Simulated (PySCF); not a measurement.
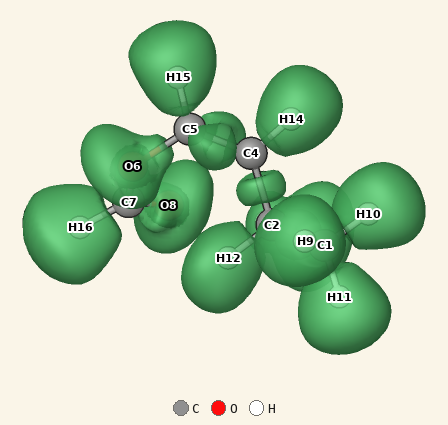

*C$_{5}$H$_{8}$O$_{3}$ (SMILES C[C@H](O)/C=C\OC=O). Isosurface of the ELF at 0.75 (green), seen at a tilt. Only the valence region is drawn (cores and ρ < 0.01 e/Å³ removed).*

Geometry: GFN2-xTB.

Method: PBE0/pcSseg-1, SCF density, gas phase, non-relativistic in PySCF 2.14.0.

```csv
atom,x (Å),y (Å),z (Å)
C,-2.1205,0.7249,-0.2201
C,-0.7330,0.1096,-0.3735
O,-0.8435,-1.0023,-1.2336
C,-0.2002,-0.3251,0.9713
C,1.0464,-0.2066,1.3959
O,2.0907,0.3971,0.6945
C,2.4361,-0.0477,-0.4997
O,1.9737,-0.9771,-1.0959
H,-2.0785,1.5945,0.4302
H,-2.8025,-0.0105,0.1976
H,-2.4916,1.0215,-1.1970
H,-0.0541,0.8611,-0.8134
H,0.0455,-1.3592,-1.3837
H,-0.9125,-0.8140,1.6184
H,1.3729,-0.5335,2.3733
H,3.2635,0.5763,-0.8759
```

> Where are the electrons localised?

At this value the surface marks out three regions between bonded C–C atoms (shared pairs), seven regions around hydrogen nuclei, two regions on O in which the atom's valence shell and bonds are merged and one joined region spread over several atoms (H, O), in which their bonds and any lone pairs are merged. Along the contacts the grid gives the following. C–O (1.20 Å): the ELF peaks at about 0.85 between the atoms: a short, multiple covalent bond. C–C (1.32 Å): the ELF peaks at about 0.95 between the atoms; a short, multiple covalent bond.
